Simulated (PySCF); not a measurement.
**C₂H₈O₂, SMILES `CO.CO`: what the electrons do**

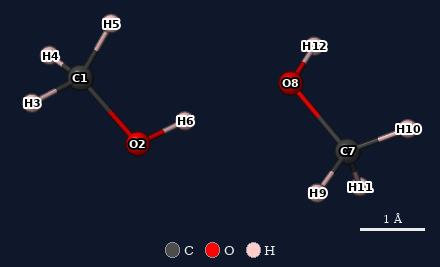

The molecule, with its atoms numbered as below.

Cartesian coordinates (Å):

```
C1      -2.3404    0.2530    0.1034
O2      -1.2855   -0.6374   -0.1503
H3      -3.2390   -0.3500    0.2406
H4      -2.4998    0.9411   -0.7352
H5      -2.1667    0.8395    1.0118
H6      -0.4585   -0.1354   -0.1761
C7       2.1883   -0.4177    0.0879
O8       1.3152    0.6842   -0.0500
H9       1.5651   -1.2869    0.2829
H10      2.8793   -0.2747    0.9250
H11      2.7631   -0.5868   -0.8267
H12      1.8308    1.4669   -0.2681
```

### 1. Bonding charge

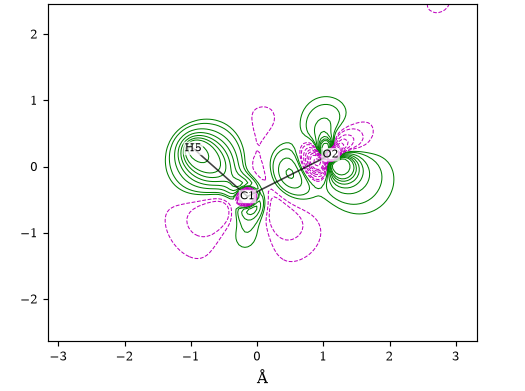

Deformation density (molecule less spherical, spin-averaged free atoms) in the plane of C1, O2 and H5; contours at ±0.05 to ±0.8 e/Å³; solid green lines: gain, dashed magenta lines: loss.

Method: r2SCAN/6-311+G**; geometry: an unrelaxed start of a pair search; program: PySCF.

> Describe the bonding that the map shows.

C1–H5: +0.70 e/Å³ at the bond critical point (bond length 1.09 Å). C1–O2: +0.08 e/Å³ at the bond critical point (bond length 1.40 Å); up to 0.6 Å beside the axis the gain reaches +0.31 e/Å³. In all, 2.5 electrons gather in the regions of gain relative to the promolecule. A small or negative value marks a very polar bond, one between electron-rich atoms, whose free-atom densities already overlap strongly, a long bond to a heavier atom, or a closed-shell contact such as a hydrogen bond.

> Where do the Hirshfeld charges lie?

The highest Hirshfeld charge is on H12 (+0.17 e), the lowest on O2 (−0.25 e).

```csv
atom,charge (e)
C1,−0.04
O2,−0.25
H3,+0.04
H4,+0.03
H5,+0.03
H6,+0.11
C7,−0.03
O8,−0.19
H9,+0.05
H10,+0.04
H11,+0.04
H12,+0.17
```

### 2. Bond critical points

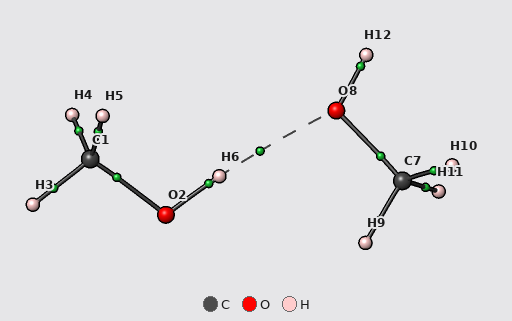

Molecular graph of the electron density (QTAIM): bond paths, bond critical points (green), ring points (magenta, if any); weak paths are dashed.

> How many critical points of each kind are there, and does the count close?

12 nuclei, 11 bond, 0 ring and 0 cage critical points: 12 − 11 + 0 − 0 = 1, as the Poincaré–Hopf relation requires.

> What does the calculation give at each kind of bond critical point?

```json
{"bond": "O8–H12", "length (Å)": "0.962", "ρ (a.u.)": "0.365", "∇²ρ (a.u.)": "−2.51", "ε": "0.03", "H (a.u.)": "−0.701"}
{"bond": "O2–H6", "length (Å)": "0.968", "ρ (a.u.)": "0.359", "∇²ρ (a.u.)": "−2.50", "ε": "0.03", "H (a.u.)": "−0.699"}
{"bond": "C7–H9", "length (Å)": "1.087", "ρ (a.u.)": "0.284", "∇²ρ (a.u.)": "−0.99", "ε": "0.04", "H (a.u.)": "−0.285"}
{"bond": "C1–H3", "length (Å)": "1.091", "ρ (a.u.)": "0.281", "∇²ρ (a.u.)": "−0.96", "ε": "0.04", "H (a.u.)": "−0.280"}
{"bond": "C7–H11", "length (Å)": "1.093", "ρ (a.u.)": "0.279", "∇²ρ (a.u.)": "−0.94", "ε": "0.05", "H (a.u.)": "−0.277"}
{"bond": "C7–H10", "length (Å)": "1.095", "ρ (a.u.)": "0.278", "∇²ρ (a.u.)": "−0.94", "ε": "0.05", "H (a.u.)": "−0.275"}
{"bond": "C1–H5", "length (Å)": "1.095", "ρ (a.u.)": "0.277", "∇²ρ (a.u.)": "−0.93", "ε": "0.04", "H (a.u.)": "−0.274"}
{"bond": "C1–H4", "length (Å)": "1.096", "ρ (a.u.)": "0.276", "∇²ρ (a.u.)": "−0.92", "ε": "0.04", "H (a.u.)": "−0.273"}
{"bond": "C1–O2", "length (Å)": "1.404", "ρ (a.u.)": "0.262", "∇²ρ (a.u.)": "−0.41", "ε": "0.01", "H (a.u.)": "−0.355"}
{"bond": "C7–O8", "length (Å)": "1.413", "ρ (a.u.)": "0.252", "∇²ρ (a.u.)": "−0.32", "ε": "0.00", "H (a.u.)": "−0.339"}
{"bond": "H6–O8", "length (Å)": "1.958", "ρ (a.u.)": "0.022", "∇²ρ (a.u.)": "+0.09", "ε": "0.13", "H (a.u.)": "+0.003"}
```

> What kind of interaction is C1–H3?

Shared-shell (covalent): ρ = 0.281, ∇²ρ = −0.96, H = −0.280 a.u.

> Are there bond paths between atoms that aren't covalently bonded?

Yes: H6–O8 (1.96 Å, ρ = 0.022).

### 3. Local ionisation energy

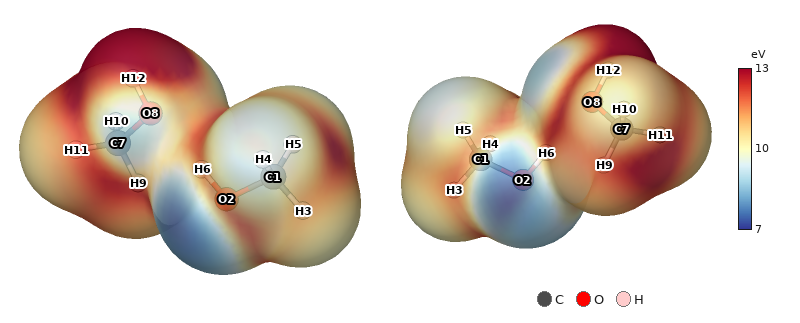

Average local ionisation energy on the surface of electron density 0.001 a.u. (back view left, front view right).

> Where are the most loosely bound electrons on this surface?

The lowest value is 7.4 eV, 1.9 Å from O2. Further minima include 8.7 eV, off the O8–H12 bond (1.9 to 2.1 Å from its atoms); 8.7 eV, off the O8–H12 bond (1.9 to 2.1 Å from its atoms); 9.2 eV, 1.4 Å from H4. For comparison, the highest occupied orbital lies at −6.0 eV.

> What volume does the surface enclose, and what is the dipole moment?

About 104 Å³; the dipole moment is 3.3 D.

The PySCF run shown took 51 s on 1 thread of Arm Neoverse V1, on a shared host.
